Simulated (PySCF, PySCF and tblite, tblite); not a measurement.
**3-formyl-1-fluorobenzene (C₇H₅FO): conformers and averaged spectra, part 1 of 2**

Which conformers does 3-formyl-1-fluorobenzene (C₇H₅FO) (`O=Cc1cccc(F)c1`) populate, and what do their averaged NMR parameters look like?

Programs: PySCF 2.14.0 with density-fitted response routines of our own, and tblite 0.8.0. All values are computed, except where a source is named. Atoms count from 0 throughout.

## (1) The starting structure

14 atoms, charge 0, multiplicity 1; geometry from: MMFF94s geometry.

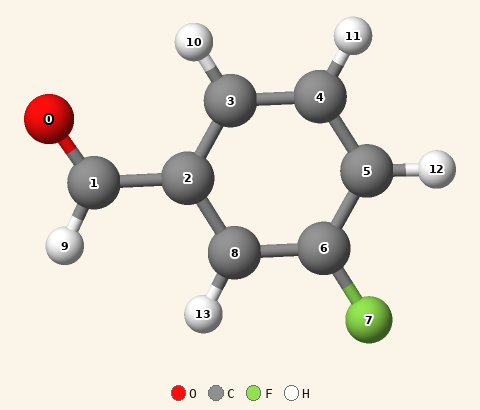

The starting geometry (oxygen red, carbon grey, fluorine green, hydrogen white), atoms numbered.

## (2) GFN2-xTB relaxation, conformer 1

Job settings and geometry (Å):

```
{"job": {"xc": "GFN2-xTB", "basis": "xTB", "kind": "relax"}, "charge": 0, "multiplicity": 1}
O      2.826000    -1.473800    -0.251000
C      2.311200    -0.349500    -0.284100
C      0.874500    -0.146900    -0.099400
C      0.012600    -1.229100     0.086900
C     -1.359500    -1.031900     0.264500
C     -1.877600     0.265000     0.217600
C     -1.012300     1.345600     0.018600
F     -1.506000     2.589500    -0.007900
C      0.359800     1.151400    -0.139200
H      2.927600     0.547200    -0.422200
H      0.413100    -2.249600     0.122300
H     -2.025700    -1.880900     0.412800
H     -2.941700     0.444900     0.354200
H      0.997300     2.017700    -0.295100
```

On the command line:

```bash
OMP_NUM_THREADS=1 python ens_run.py task.json out
```

One launch serves the whole session.

Standard output:

```text
step      E/eV     max force
  0    -715.57135    2.635
  1    -715.59210    2.915
  2    -715.64506    0.325
  3    -715.65123    0.200
  4    -715.65729    0.148
  5    -715.65812    0.112
  6    -715.65905    0.066
  7    -715.65934    0.047
  8    -715.65962    0.033
  9    -715.65962    0.033
 10    -715.65968    0.020
 11    -715.65976    0.020
 12    -715.65979    0.018
 13    -715.65984    0.018
 14    -715.65986    0.021
 15    -715.65988    0.013
 16    -715.65989    0.009
 17    -715.65990    0.010
 18    -715.65990    0.008
 19    -715.65991    0.007
 20    -715.65991    0.010
 21    -715.65992    0.009
 22    -715.65993    0.006
 23    -715.65993    0.006
 24    -715.65993    0.005
 25    -715.65994    0.004
 26    -715.65994    0.003
```

It took 0.16 s on 1 thread of Arm Neoverse V1, shared host.

Gain 0.089 eV; displacement 0.02 Å root mean square.

GFN2-xTB relaxation, conformer 2:

Job settings and geometry (Å):

```
{"job": {"xc": "GFN2-xTB", "basis": "xTB", "kind": "relax"}, "charge": 0, "multiplicity": 1}
O      2.900400     1.294600     0.247200
C      2.342400     0.218300     0.070700
C      0.888200     0.071400     0.031700
C      0.315200    -1.184500    -0.174600
C     -1.074300    -1.334000    -0.209200
C     -1.894900    -0.210900    -0.075900
C     -1.313900     1.045900     0.115600
F     -2.100100     2.119000     0.260200
C      0.069300     1.196300     0.173200
H      2.931300    -0.712600    -0.035200
H      0.941400    -2.074100    -0.280500
H     -1.522800    -2.315900    -0.365600
H     -2.976400    -0.300800    -0.100200
H      0.493600     2.186700     0.320600
```

Standard output:

```text
step      E/eV     max force
  0    -715.59497    1.773
  1    -715.61273    1.976
  2    -715.64091    0.277
  3    -715.64608    0.153
  4    -715.64991    0.106
  5    -715.65055    0.086
  6    -715.65113    0.071
  7    -715.65139    0.054
  8    -715.65167    0.038
  9    -715.65167    0.038
 10    -715.65175    0.026
 11    -715.65185    0.019
 12    -715.65189    0.020
 13    -715.65199    0.021
 14    -715.65205    0.021
 15    -715.65209    0.025
 16    -715.65213    0.019
 17    -715.65216    0.014
 18    -715.65219    0.014
 19    -715.65220    0.014
 20    -715.65222    0.013
 21    -715.65225    0.013
 22    -715.65227    0.011
 23    -715.65228    0.007
 24    -715.65229    0.007
 25    -715.65229    0.005
 26    -715.65229    0.002
```

It took 0.13 s on 1 thread of Arm Neoverse V1, shared host.

Gain 0.057 eV; displacement 0.02 Å root mean square.

## (3) Shieldings, conformer 1: PBE0/pcSseg-1 in benzene

Job settings and geometry (Å):

```
{"job": {"xc": "PBE0", "basis": "pcSseg-1", "solvent": "benzene", "kind": "nmr", "pop": true}, "charge": 0, "multiplicity": 1}
O      2.839876    -1.458528    -0.257700
C      2.306223    -0.380542    -0.273092
C      0.863413    -0.147688    -0.103260
C      0.003246    -1.228501     0.094982
C     -1.353380    -1.021188     0.256786
C     -1.870823     0.263907     0.222807
C     -1.006080     1.328181     0.024526
F     -1.508985     2.577281    -0.008883
C      0.352776     1.148421    -0.139537
H      2.892308     0.547734    -0.421942
H      0.424717    -2.221870     0.118265
H     -2.015750    -1.859156     0.410194
H     -2.925840     0.451141     0.346866
H      0.997619     2.000334    -0.292177
```

Standard output:

```text
coarse grid: 12880 points
cycle   1  E = -444.0703650950  dE =  1.732e+00  |g| = 8.330e-01  |ddm| = 3.788e+00
cycle   2  E = -443.7188806325  dE =  3.515e-01  |g| = 1.586e+00  |ddm| = 2.868e+00
cycle   3  E = -444.1984647488  dE = -4.796e-01  |g| = 1.715e-01  |ddm| = 2.221e+00
cycle   4  E = -444.2037972981  dE = -5.333e-03  |g| = 7.153e-02  |ddm| = 2.181e-01
cycle   5  E = -444.2047056919  dE = -9.084e-04  |g| = 2.162e-02  |ddm| = 7.396e-02
cycle   6  E = -444.2048181508  dE = -1.125e-04  |g| = 5.988e-03  |ddm| = 2.353e-02
cycle   7  E = -444.2048263714  dE = -8.221e-06  |g| = 1.950e-03  |ddm| = 6.236e-03
final grid: 128128 points
cycle   8  E = -444.2738341709  dE = -1.739e-05  |g| = 1.242e-02  |ddm| = 4.757e-02
cycle   9  E = -444.2737599427  dE =  7.423e-05  |g| = 2.350e-02  |ddm| = 3.570e-02
cycle  10  E = -444.2738650552  dE = -1.051e-04  |g| = 1.881e-03  |ddm| = 2.435e-02
cycle  11  E = -444.2738658194  dE = -7.642e-07  |g| = 4.378e-04  |ddm| = 1.879e-03
cycle  12  E = -444.2738658562  dE = -3.679e-08  |g| = 1.513e-04  |ddm| = 4.873e-04
cycle  13  E = -444.2738658610  dE = -4.814e-09  |g| = 3.868e-05  |ddm| = 1.718e-04
cycle  14  E = -444.2738658613  dE = -3.173e-10  |g| = 1.393e-05  |ddm| = 4.726e-05
converged SCF energy = -444.2738658613

GIAO shielding tensors (ppm)
atom      isotropic    diamagn.    paramagn.     s11        s22        s33       span
  0 O     -310.330     399.046    -709.376   -915.278   -395.656    379.944   1295.222
  1 C      -10.402     242.493    -252.895    -95.230    -20.650     84.673    179.903
  2 C       44.303     264.070    -219.767    -42.582     13.455    162.037    204.618
  3 C       57.611     250.743    -193.132    -46.001     29.207    189.627    235.629
  4 C       50.140     255.401    -205.261    -56.502     29.790    177.132    233.634
  5 C       58.135     256.154    -198.019    -30.995     38.310    167.089    198.083
  6 C       13.797     252.853    -239.055    -72.953     30.963     83.383    156.336
  7 F      289.091     477.290    -188.199    211.009    299.998    356.266    145.257
  8 C       60.087     253.102    -193.015    -17.748     29.905    168.103    185.851
  9 H       21.572      27.374      -5.803     18.770     21.794     24.151      5.381
 10 H       23.336      32.503      -9.167     19.232     24.064     26.712      7.479
 11 H       23.711      30.359      -6.648     20.123     24.418     26.592      6.468
 12 H       23.921      29.407      -5.486     20.516     24.050     27.196      6.679
 13 H       23.941      31.468      -7.527     21.075     24.000     26.748      5.673
```

Run time: 27 s. Hardware: 1 thread of Arm Neoverse V1, shared host; peak memory 0.92 GiB.

Key values: HOMO -7.63 eV, LUMO -2.07 eV; dipole 2.27 D.

Orbitals, density, ELF and potential are computed afterwards from the orbital file.

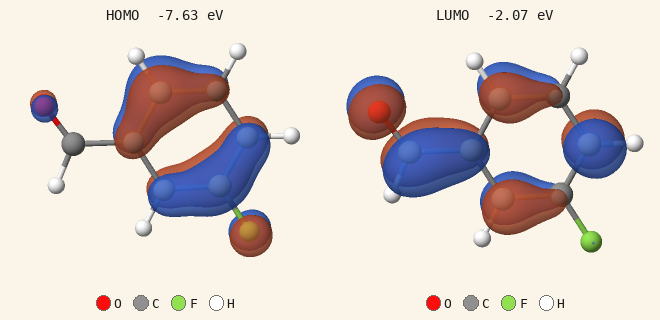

PBE0/pcSseg-1 orbitals near the gap, drawn at the value that encloses 70 % of each; the two colours are the two signs.

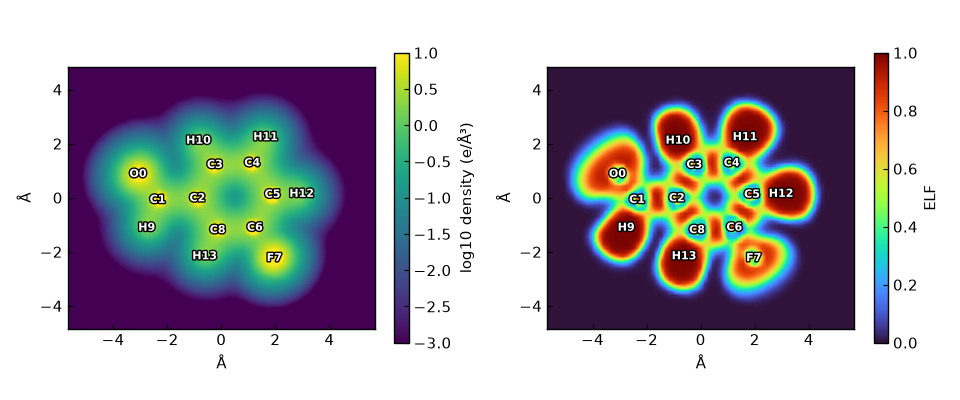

Density (left) and ELF (right) in a plane through or near 14 of the atoms.

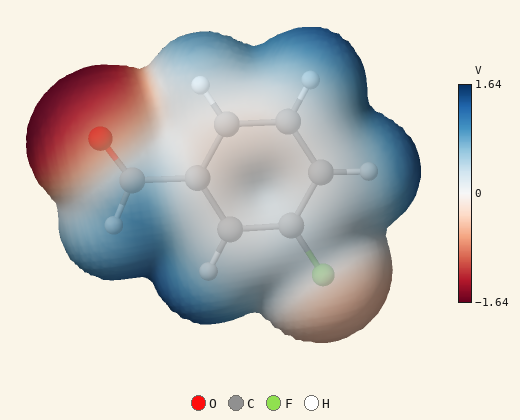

The potential that a unit positive charge feels on the 0.002 e/bohr³ surface, from the 1st to the 99th percentile, from -1.64 V near O0 to 1.41 V near H13.

## (4) Shieldings, conformer 2: PBE0/pcSseg-1 in benzene

Job settings and geometry (Å):

```
{"job": {"xc": "PBE0", "basis": "pcSseg-1", "solvent": "benzene", "kind": "nmr", "pop": false}, "charge": 0, "multiplicity": 1}
O      2.918588     1.275683     0.241528
C      2.339896     0.233703     0.080847
C      0.878113     0.074503     0.026995
C      0.306550    -1.182481    -0.165369
C     -1.068560    -1.322177    -0.213483
C     -1.888838    -0.214799    -0.071197
C     -1.307761     1.029144     0.118851
F     -2.106702     2.103312     0.256515
C      0.060536     1.195357     0.170486
H      2.894169    -0.717848    -0.041988
H      0.944854    -2.046459    -0.276520
H     -1.509584    -2.295870    -0.362383
H     -2.963481    -0.301396    -0.105158
H      0.501542     2.168855     0.318710
```

Standard output:

```text
coarse grid: 12880 points
cycle   1  E = -444.0712780713  dE =  1.732e+00  |g| = 8.305e-01  |ddm| = 3.792e+00
cycle   2  E = -443.7348980124  dE =  3.364e-01  |g| = 1.566e+00  |ddm| = 2.921e+00
cycle   3  E = -444.1980368887  dE = -4.631e-01  |g| = 1.715e-01  |ddm| = 2.253e+00
cycle   4  E = -444.2032745750  dE = -5.238e-03  |g| = 7.366e-02  |ddm| = 2.199e-01
cycle   5  E = -444.2042759500  dE = -1.001e-03  |g| = 2.271e-02  |ddm| = 7.926e-02
cycle   6  E = -444.2044042294  dE = -1.283e-04  |g| = 5.644e-03  |ddm| = 2.443e-02
cycle   7  E = -444.2044115617  dE = -7.332e-06  |g| = 1.819e-03  |ddm| = 6.074e-03
final grid: 128128 points
cycle   8  E = -444.2741445157  dE = -2.101e-05  |g| = 1.235e-02  |ddm| = 4.875e-02
cycle   9  E = -444.2740727241  dE =  7.179e-05  |g| = 2.328e-02  |ddm| = 3.560e-02
cycle  10  E = -444.2741747242  dE = -1.020e-04  |g| = 1.905e-03  |ddm| = 2.462e-02
cycle  11  E = -444.2741755094  dE = -7.852e-07  |g| = 4.440e-04  |ddm| = 1.962e-03
cycle  12  E = -444.2741755452  dE = -3.580e-08  |g| = 1.548e-04  |ddm| = 4.851e-04
cycle  13  E = -444.2741755500  dE = -4.847e-09  |g| = 3.690e-05  |ddm| = 1.614e-04
cycle  14  E = -444.2741755503  dE = -2.881e-10  |g| = 1.368e-05  |ddm| = 4.640e-05
converged SCF energy = -444.2741755503

GIAO shielding tensors (ppm)
atom      isotropic    diamagn.    paramagn.     s11        s22        s33       span
  0 O     -308.418     399.324    -707.743   -913.358   -393.876    381.979   1295.337
  1 C      -10.284     242.233    -252.517    -94.183    -21.963     85.294    179.477
  2 C       43.734     264.129    -220.395    -43.163     12.697    161.667    204.830
  3 C       51.123     251.626    -200.503    -48.344     22.903    178.809    227.153
  4 C       50.259     254.907    -204.648    -57.108     30.951    176.934    234.042
  5 C       58.237     256.080    -197.843    -30.203     37.860    167.053    197.256
  6 C       13.715     253.475    -239.760    -72.021     30.969     82.197    154.219
  7 F      288.806     477.418    -188.612    208.422    298.749    359.246    150.823
  8 C       66.510     252.172    -185.662    -16.741     38.403    177.869    194.610
  9 H       21.509      27.457      -5.948     18.739     21.801     23.986      5.246
 10 H       23.831      32.281      -8.450     21.265     24.032     26.198      4.933
 11 H       23.696      30.154      -6.458     20.339     24.268     26.482      6.143
 12 H       23.941      29.416      -5.474     20.547     24.095     27.182      6.635
 13 H       23.480      31.713      -8.233     19.104     23.994     27.341      8.238
```

Wall time 20 s (1 thread of Arm Neoverse V1, shared host); peak memory 1 GiB.

This run: HOMO -7.69 eV, LUMO -2.09 eV; dipole 4.20 D.

## (5) Couplings, conformer 1: B3LYP/pcJ-1+6-31G*

Job settings and geometry (Å):

```
{"job": {"xc": "B3LYP", "basis": {"default": "6-31G*", "H": "pcJ-1", "F": "pcJ-1"}, "nuclei": ["H", "F", "P", "Si", "B"], "kind": "j"}, "charge": 0, "multiplicity": 1}
O      2.839876    -1.458528    -0.257700
C      2.306223    -0.380542    -0.273092
C      0.863413    -0.147688    -0.103260
C      0.003246    -1.228501     0.094982
C     -1.353380    -1.021188     0.256786
C     -1.870823     0.263907     0.222807
C     -1.006080     1.328181     0.024526
F     -1.508985     2.577281    -0.008883
C      0.352776     1.148421    -0.139537
H      2.892308     0.547734    -0.421942
H      0.424717    -2.221870     0.118265
H     -2.015750    -1.859156     0.410194
H     -2.925840     0.451141     0.346866
H      0.997619     2.000334    -0.292177
```

Standard output:

```text
coarse grid: 12880 points
cycle   1  E = -444.7024570297  dE =  1.684e+00  |g| = 9.112e-01  |ddm| = 3.943e+00
cycle   2  E = -444.0881660303  dE =  6.143e-01  |g| = 1.941e+00  |ddm| = 3.051e+00
cycle   3  E = -444.8565824050  dE = -7.684e-01  |g| = 2.438e-01  |ddm| = 2.451e+00
cycle   4  E = -444.8681617997  dE = -1.158e-02  |g| = 1.005e-01  |ddm| = 3.183e-01
cycle   5  E = -444.8698998251  dE = -1.738e-03  |g| = 3.224e-02  |ddm| = 9.580e-02
cycle   6  E = -444.8701515493  dE = -2.517e-04  |g| = 1.020e-02  |ddm| = 3.780e-02
cycle   7  E = -444.8701764695  dE = -2.492e-05  |g| = 3.368e-03  |ddm| = 1.185e-02
cycle   8  E = -444.8701793334  dE = -2.864e-06  |g| = 7.820e-04  |ddm| = 3.995e-03
final grid: 128128 points
cycle   9  E = -444.8125697169  dE = -6.197e-05  |g| = 7.602e-03  |ddm| = 3.389e-02
cycle  10  E = -444.8125506634  dE =  1.905e-05  |g| = 1.263e-02  |ddm| = 1.773e-02
cycle  11  E = -444.8125817702  dE = -3.111e-05  |g| = 2.294e-03  |ddm| = 1.233e-02
cycle  12  E = -444.8125827748  dE = -1.005e-06  |g| = 5.819e-04  |ddm| = 2.403e-03
cycle  13  E = -444.8125828305  dE = -5.567e-08  |g| = 1.653e-04  |ddm| = 5.590e-04
cycle  14  E = -444.8125828355  dE = -5.000e-09  |g| = 3.985e-05  |ddm| = 1.750e-04
cycle  15  E = -444.8125828358  dE = -3.319e-10  |g| = 1.827e-05  |ddm| = 5.296e-05
converged SCF energy = -444.8125828358

Indirect spin-spin couplings (Hz)
  i      j    bonds     total        FC       PSO       DSO        SD
  7 F    9 H    5     -0.246    -0.142     0.418    -0.495    -0.027
  7 F   10 H    5     -0.618     0.298     0.630    -1.396    -0.150
  7 F   11 H    4      4.667     5.072     1.130    -1.389    -0.148
  7 F   12 H    3      8.211    11.733    -2.562    -0.067    -0.893
  7 F   13 H    3      8.521    12.089    -2.662    -0.015    -0.891
  9 H   10 H    4     -0.726    -0.110     1.170    -1.785         -
  9 H   11 H    5      0.494     0.944     0.899    -1.348         -
  9 H   12 H    6     -0.374     0.006     0.767    -1.148         -
  9 H   13 H    4      0.618    -0.089    -1.265     1.972         -
 10 H   11 H    3      8.855     9.036     0.162    -0.342         -
 10 H   12 H    4      0.261     0.901     1.149    -1.790         -
 10 H   13 H    4      0.663     1.342     1.199    -1.879         -
 11 H   12 H    3      9.197     9.406     0.183    -0.391         -
 11 H   13 H    5     -0.250     0.405     1.193    -1.848         -
 12 H   13 H    4      1.902     2.553     1.320    -1.971         -
```

Run time: 25 s. Hardware: 1 thread of Arm Neoverse V1, shared host; peak memory 0.93 GiB.

Key values: HOMO -7.20 eV, LUMO -1.97 eV; dipole 1.82 D.

## (6) Couplings, conformer 2: B3LYP/pcJ-1+6-31G*

Job settings and geometry (Å):

```
{"job": {"xc": "B3LYP", "basis": {"default": "6-31G*", "H": "pcJ-1", "F": "pcJ-1"}, "nuclei": ["H", "F", "P", "Si", "B"], "kind": "j"}, "charge": 0, "multiplicity": 1}
O      2.918588     1.275683     0.241528
C      2.339896     0.233703     0.080847
C      0.878113     0.074503     0.026995
C      0.306550    -1.182481    -0.165369
C     -1.068560    -1.322177    -0.213483
C     -1.888838    -0.214799    -0.071197
C     -1.307761     1.029144     0.118851
F     -2.106702     2.103312     0.256515
C      0.060536     1.195357     0.170486
H      2.894169    -0.717848    -0.041988
H      0.944854    -2.046459    -0.276520
H     -1.509584    -2.295870    -0.362383
H     -2.963481    -0.301396    -0.105158
H      0.501542     2.168855     0.318710
```

Standard output:

```text
coarse grid: 12880 points
cycle   1  E = -444.7035445849  dE =  1.683e+00  |g| = 9.081e-01  |ddm| = 3.938e+00
cycle   2  E = -444.1269315957  dE =  5.766e-01  |g| = 1.903e+00  |ddm| = 3.032e+00
cycle   3  E = -444.8560292151  dE = -7.291e-01  |g| = 2.434e-01  |ddm| = 2.416e+00
cycle   4  E = -444.8671595081  dE = -1.113e-02  |g| = 1.064e-01  |ddm| = 3.213e-01
cycle   5  E = -444.8692111302  dE = -2.052e-03  |g| = 3.917e-02  |ddm| = 1.167e-01
cycle   6  E = -444.8696223924  dE = -4.113e-04  |g| = 9.180e-03  |ddm| = 4.522e-02
cycle   7  E = -444.8696424978  dE = -2.011e-05  |g| = 3.056e-03  |ddm| = 1.099e-02
cycle   8  E = -444.8696446532  dE = -2.155e-06  |g| = 7.314e-04  |ddm| = 3.352e-03
final grid: 128128 points
cycle   9  E = -444.8127073821  dE = -6.211e-05  |g| = 7.723e-03  |ddm| = 3.375e-02
cycle  10  E = -444.8126873563  dE =  2.003e-05  |g| = 1.292e-02  |ddm| = 1.787e-02
cycle  11  E = -444.8127197316  dE = -3.238e-05  |g| = 2.329e-03  |ddm| = 1.261e-02
cycle  12  E = -444.8127207840  dE = -1.052e-06  |g| = 5.925e-04  |ddm| = 2.520e-03
cycle  13  E = -444.8127208413  dE = -5.730e-08  |g| = 1.626e-04  |ddm| = 5.582e-04
cycle  14  E = -444.8127208459  dE = -4.639e-09  |g| = 3.583e-05  |ddm| = 1.563e-04
cycle  15  E = -444.8127208461  dE = -2.505e-10  |g| = 1.738e-05  |ddm| = 4.865e-05
converged SCF energy = -444.8127208461

Indirect spin-spin couplings (Hz)
  i      j    bonds     total        FC       PSO       DSO        SD
  7 F    9 H    5      2.927     2.970     0.949    -1.051     0.059
  7 F   10 H    5     -0.428     0.428     0.681    -1.412    -0.126
  7 F   11 H    4      4.507     4.893     1.139    -1.389    -0.136
  7 F   12 H    3      7.914    11.393    -2.525    -0.064    -0.890
  7 F   13 H    3      9.039    12.627    -2.720    -0.011    -0.858
  9 H   10 H    4      0.564    -0.145    -1.235     1.943         -
  9 H   11 H    5     -0.213    -0.008     0.522    -0.728         -
  9 H   12 H    6     -0.301     0.081     0.740    -1.121         -
  9 H   13 H    4     -0.550     0.057     1.133    -1.741         -
 10 H   11 H    3      8.607     8.803     0.158    -0.354         -
 10 H   13 H    4      0.638     1.318     1.199    -1.879         -
 11 H   12 H    3      9.313     9.528     0.173    -0.388         -
 11 H   13 H    5     -0.202     0.446     1.183    -1.831         -
 12 H   13 H    4      2.159     2.801     1.303    -1.945         -
```

Run time: 26 s. Hardware: 1 thread of Arm Neoverse V1, shared host; peak memory 0.92 GiB.

In short: HOMO -7.20 eV, LUMO -1.98 eV; dipole 3.57 D.

## (7) Excited states, conformer 1: CAM-B3LYP/def2-SVPD in benzene

Job settings and geometry (Å):

```
{"job": {"xc": "CAM-B3LYP", "basis": "def2-SVPD", "nstates": 6, "ntriplets": 0, "solvent": "benzene", "kind": "uv"}, "charge": 0, "multiplicity": 1}
O      2.839876    -1.458528    -0.257700
C      2.306223    -0.380542    -0.273092
C      0.863413    -0.147688    -0.103260
C      0.003246    -1.228501     0.094982
C     -1.353380    -1.021188     0.256786
C     -1.870823     0.263907     0.222807
C     -1.006080     1.328181     0.024526
F     -1.508985     2.577281    -0.008883
C      0.352776     1.148421    -0.139537
H      2.892308     0.547734    -0.421942
H      0.424717    -2.221870     0.118265
H     -2.015750    -1.859156     0.410194
H     -2.925840     0.451141     0.346866
H      0.997619     2.000334    -0.292177
```

Standard output:

```text
coarse grid: 12880 points
cycle   1  E = -444.0704166712  dE =  1.913e+00  |g| = 8.597e-01  |ddm| = 1.161e+01
cycle   2  E = -443.8605947752  dE =  2.098e-01  |g| = 1.400e+00  |ddm| = 4.224e+00
cycle   3  E = -444.2230089094  dE = -3.624e-01  |g| = 1.046e-01  |ddm| = 2.888e+00
cycle   4  E = -444.2246175789  dE = -1.609e-03  |g| = 6.511e-02  |ddm| = 3.287e-01
cycle   5  E = -444.2254577390  dE = -8.402e-04  |g| = 1.204e-02  |ddm| = 1.389e-01
cycle   6  E = -444.2254892831  dE = -3.154e-05  |g| = 4.870e-03  |ddm| = 4.968e-02
cycle   7  E = -444.2254957171  dE = -6.434e-06  |g| = 1.195e-03  |ddm| = 1.567e-02
final grid: 128128 points
cycle   8  E = -444.3112835280  dE = -3.396e-05  |g| = 4.449e-03  |ddm| = 1.897e-01
cycle   9  E = -444.3112812765  dE =  2.251e-06  |g| = 6.015e-03  |ddm| = 2.440e-02
cycle  10  E = -444.3112879354  dE = -6.659e-06  |g| = 6.382e-04  |ddm| = 1.116e-02
cycle  11  E = -444.3112880145  dE = -7.909e-08  |g| = 2.727e-04  |ddm| = 1.874e-03
cycle  12  E = -444.3112880300  dE = -1.549e-08  |g| = 1.048e-04  |ddm| = 8.927e-04
cycle  13  E = -444.3112880326  dE = -2.637e-09  |g| = 2.414e-05  |ddm| = 3.091e-04
cycle  14  E = -444.3112880329  dE = -2.600e-10  |g| = 9.469e-06  |ddm| = 1.085e-04
converged SCF energy = -444.3112880329

Static polarisability (au): isotropic 96.218, principal 53.266 104.853 130.536

Singlet excitations
state   eV       nm        f      main configurations
  1   3.9220    316.1   0.00024   H-2->L 0.90, H-2->L+4 0.09
  2   4.8010    258.2   0.07206   H->L 0.82
  3   5.3348    232.4   0.30688   H-1->L 0.76, H->L 0.11, H->L+1 0.10
  4   6.4398    192.5   0.49788   H->L+1 0.76, H-1->L 0.14
  5   6.7418    183.9   0.37140   H-1->L+1 0.83
  6   6.8900    179.9   0.00091   H-2->L+1 0.93
```

Run time: 47 s. Hardware: 1 thread of Arm Neoverse V1, shared host; peak memory 1.2 GiB.

In short: HOMO -8.86 eV, LUMO -1.06 eV; dipole 2.36 D; S1 3.92 eV.

(Continued in part 2 of 2.)
